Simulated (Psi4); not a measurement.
# InNH3O (SMILES [NH2][In][OH]) at USVWN5/def2-SVPD (core potential)

What is the energy change on altering one bond length of InNH3O at USVWN5/def2-SVPD (core potential)? 

Program for the calculation: Psi4 1.11.

## (1) The structure to begin with

InNH3O: 6 atoms, total charge 0, spin state doublet. As SMILES, `[NH2][In][OH]`. Geometry: relaxed at PBE0-D4/def2-TZVP. This is one conformer, not always the lowest.

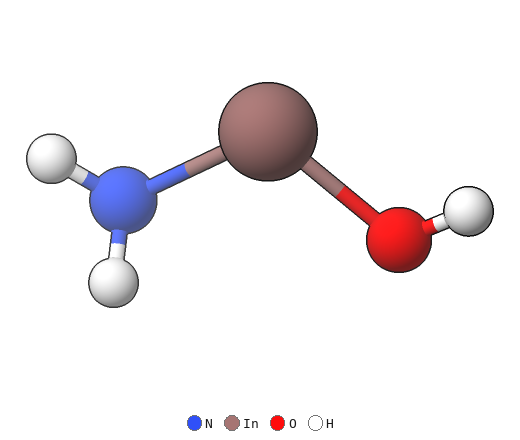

Viewed from a chosen angle; nitrogen blue, indium brown, oxygen red, hydrogen white.

## (2) Energy and gradient at USVWN5/def2-SVPD (core potential)

h3inno.inp reads:

```
memory 1600 MB

molecule {
  0 2
  N     -1.85268749    -0.41158235    -1.97362996
  In     1.77804331    -0.18273652    -0.54310729
  O      1.76311447    -0.20427939     3.25354147
  H     -1.97476380     0.06500658    -3.82499465
  H     -3.04661646     0.74001675    -1.00514533
  H      3.41208949    -0.12698960     4.00621938
  units au
  symmetry c1
}

set globals {
  basis def2-SVPD
  reference uks
  puream true
  e_convergence 1e-09
  d_convergence 1e-08
  scf_type pk
  dft_radial_points 99
  dft_spherical_points 590
  maxiter 200
}

e_tot, wfn = gradient("scf", dft_functional={"name": "SVWN5", "x_functionals": {"LDA_X": {}}, "c_functionals": {"LDA_C_VWN": {}}}, return_wfn=True)
```

Command:

```bash
psi4 -n 1 h3inno.inp h3inno.out
```

h3inno.out (excerpt; [...] marks lines left out):

```text
[...]
    !!!  WARNING: ECP capability is in beta. Please check occupations closely.  !!!
[...]
  Running in c1 symmetry.
[...]
  Nuclear repulsion =  118.833842534482315
[...]
  Multiplicity = 2
[...]
  Nalpha       = 20
  Nbeta        = 19
[...]
    Number of basis functions: 99
[...]
   @UKS iter   1:  -319.78070883616215   -4.56364e-01   1.29903e-02 ADIIS/DIIS
[...]
   @UKS iter  15:  -320.51452780424000   -1.70530e-13   1.50256e-09 DIIS
[...]
   @S^2 Observed:                7.515139248E-01
[...]
    Orbital Energies [Eh]
    ---------------------
    Alpha Occupied:
       1A    -18.602066     2A    -13.863234     3A     -4.464133
       4A     -2.911588     5A     -2.907317     6A     -2.904119
       7A     -0.860156     8A     -0.760826     9A     -0.685530
      10A     -0.685349    11A     -0.683508    12A     -0.679242
      13A     -0.674517    14A     -0.432720    15A     -0.421186
      16A     -0.352013    17A     -0.300230    18A     -0.262855
      19A     -0.241917    20A     -0.190673
    Alpha Virtual:
      21A     -0.072218    22A     -0.025605    23A     -0.019765
      24A      0.007608    25A      0.045472    26A      0.051921
[...]
  @UKS Final Energy:  -320.51452780424000
   => Energetics <=
    Nuclear Repulsion Energy =            118.8338425344823150
    One-Electron Energy =                -751.3767905189909015
    Two-Electron Energy =                 343.9592234723522211
    DFT Exchange-Correlation Energy =     -31.9308032920836418
    Empirical Dispersion Energy =           0.0000000000000000
    VV10 Nonlocal Energy =                  0.0000000000000000
    Total Energy =                       -320.5145278042400037
[...]
 Multipole Moments:
 ------------------------------------------------------------------------------------
     Multipole            Electronic (a.u.)      Nuclear  (a.u.)        Total (a.u.)
 ------------------------------------------------------------------------------------
 L = 1.  Multiply by 2.5417464519 to convert [e a0] to [Debye]
 Dipole X            :         17.5961592          -17.1659234            0.4302358
 Dipole Y            :          0.3385340            0.0618684            0.4004025
 Dipole Z            :        -10.8569777           10.2217408           -0.6352369
 Magnitude           :                                                    0.8654195
[...]
  -Total Gradient:
     Atom            X                  Y                   Z
    ------   -----------------  -----------------  -----------------
       1       -0.005868338507     0.008438033536    -0.004647553367
       2       -0.003019162416    -0.000054409758     0.006347851255
       3        0.013482242665     0.001022552720    -0.000087619156
       4        0.000702353240    -0.001672210786     0.012949212745
       5        0.008259294391    -0.006980837386    -0.007289264341
       6       -0.013576587538    -0.000771746891    -0.007203064836
[...]
```

Run time: 17 s. Hardware: 1 thread of Intel Xeon 6975P-C (Granite Rapids), shared host; peak memory 0.61 GiB.

## (3) The distorted shape, same level

job.dat reads:

```
memory 1600 MB

molecule {
  0 2
  N     -0.790861    -0.400619    -1.198149
  In     1.130439    -0.279519    -0.441149
  O      1.122539    -0.290919     1.567951
  H     -0.855461    -0.148419    -2.177849
  H     -1.612200     0.391600    -0.531900
  H      1.995139    -0.250019     1.966251
  symmetry c1
}

set basis def2-SVPD
set reference uks
set puream true
set e_convergence 1e-09
set d_convergence 1e-08
set scf_type pk
set dft_radial_points 99
set dft_spherical_points 590
set maxiter 200

gradient('scf', dft_functional={"name": "SVWN5", "x_functionals": {"LDA_X": {}}, "c_functionals": {"LDA_C_VWN": {}}})
```

Command:

```bash
psi4 job.dat job.out -n 1
```

job.out (excerpt; [...] marks lines left out):

```text
[...]
    !!!  WARNING: ECP capability is in beta. Please check occupations closely.  !!!
[...]
  Running in c1 symmetry.
[...]
  Nuclear repulsion =  117.596711156953376
[...]
  Multiplicity = 2
[...]
  Nalpha       = 20
  Nbeta        = 19
[...]
    Number of basis functions: 99
[...]
   @UKS iter   1:  -319.74656688666772   -4.77821e-01   1.27335e-02 DIIS/ADIIS
[...]
   @UKS iter  15:  -320.47875472025464   -1.47793e-12   2.15553e-09 DIIS
[...]
   @S^2 Observed:                7.517314181E-01
[...]
  @UKS Final Energy:  -320.47875472025464
   => Energetics <=
    Nuclear Repulsion Energy =            117.5967111569533756
    One-Electron Energy =                -749.0244531910113892
    Two-Electron Energy =                 342.7821521371240010
    DFT Exchange-Correlation Energy =     -31.8331648233206117
    Empirical Dispersion Energy =           0.0000000000000000
    VV10 Nonlocal Energy =                  0.0000000000000000
    Total Energy =                       -320.4787547202546421
[...]
 Multipole Moments:
 ------------------------------------------------------------------------------------
     Multipole            Electronic (a.u.)      Nuclear  (a.u.)        Total (a.u.)
 ------------------------------------------------------------------------------------
 L = 1.  Multiply by 2.5417464519 to convert [e a0] to [Debye]
 Dipole X            :         17.8230189          -17.4289292            0.3940897
 Dipole Y            :          0.0906576            0.3155495            0.4062071
 Dipole Z            :        -11.0501761           10.4350841           -0.6150920
 Magnitude           :                                                    0.8358523
[...]
  -Total Gradient:
     Atom            X                  Y                   Z
    ------   -----------------  -----------------  -----------------
       1        0.059546838584    -0.046365887185    -0.064055341076
       2       -0.002374690717    -0.001657128763     0.005205271040
       3        0.013178650887     0.000875915503    -0.000064457322
       4        0.004913216731    -0.008035395144     0.014357352074
       5       -0.061746999565     0.055799528566     0.051918627443
       6       -0.013566467772    -0.000659105844    -0.007317202339
[...]
```

It took 17 s on 1 thread of Intel Xeon 6975P-C (Granite Rapids), shared host; peak memory 0.62 GiB.

## (4) Summary of results

At USVWN5/def2-SVPD (core potential):

| quantity | value |
| --- | --- |
| first shape: total energy | -320.51453 Eh |
| first shape: dipole moment | 2.20 D |
| first shape: HOMO energy (highest over α and β) | -5.19 eV |
| first shape: LUMO energy (lowest over α and β) | -4.50 eV |
| first shape: ⟨S²⟩ | 0.752 |
| first shape: largest force on an atom | 0.791 eV/Å |
| distorted shape: total energy | -320.47875 Eh |
| distorted shape: dipole moment | 2.12 D |
| distorted shape: HOMO energy (highest over α and β) | -5.17 eV |
| distorted shape: LUMO energy (lowest over α and β) | -4.50 eV |
| distorted shape: ⟨S²⟩ | 0.752 |
| distorted shape: largest force on an atom | 5.090 eV/Å |
| energy change with the N1–H5 bond stretched from 1.016 to 1.321 Å | 0.973 eV |

With the N1–H5 bond stretched from 1.016 to 1.321 Å the energy rises by 0.97 eV (22.4 kcal/mol). The first shape isn't relaxed at this level, so the change isn't measured from a minimum. The largest force (first shape) is 0.79 eV/Å: the shape isn't a stationary point for this species at this level.
